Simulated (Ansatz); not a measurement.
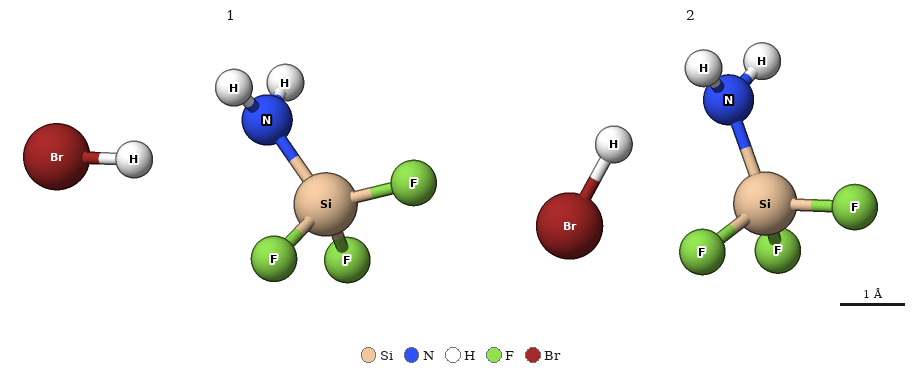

Two geometries of SiNH₃BrF₃, drawn at one scale. One is the start of a relaxation, the other its converged end. The picture is a ball-and-stick view, seen at a tilt.

Computed with Ansatz 0.2.0, RHF/def2-SVP. (no spin polarisation; force threshold 0.03 eV/Å; at most 50 steps)

**Which of the two is the end point?**

Structure 1 is the relaxed one. The run prepares an end point of a later path (reaction) calculation, from a guessed geometry. The atom that moves furthest after the best rigid fit is the Br atom (1.49 Å). Largest moves by element: Br 1.49 Å, F 0.58 Å, H 0.46 Å, Si 0.37 Å, N 0.32 Å. Near-neighbour distances that change, for instance: Br–Si 3.528 → 4.940 Å, N–Si 1.760 → 1.684 Å, Br–H 1.485 → 1.411 Å, F–Si 1.575 → 1.581 Å. Bond angles that change, for instance: Si–N–H 118.0° → 120.3°, F–Si–F 112.3° → 110.0°. The energy falls by 7.60 kcal/mol in 14 accepted moves (15 points after the start). The largest force component goes from 1.9 to 0.015 eV/Å. The line search rejected the trial step at point 6 of the run.

Limits of the set-up: the start holds two separate molecules, 2.3 Å apart at their closest, whose relative position is a soft coordinate and is computed without a dispersion correction; Hartree-Fock leaves out electron correlation.
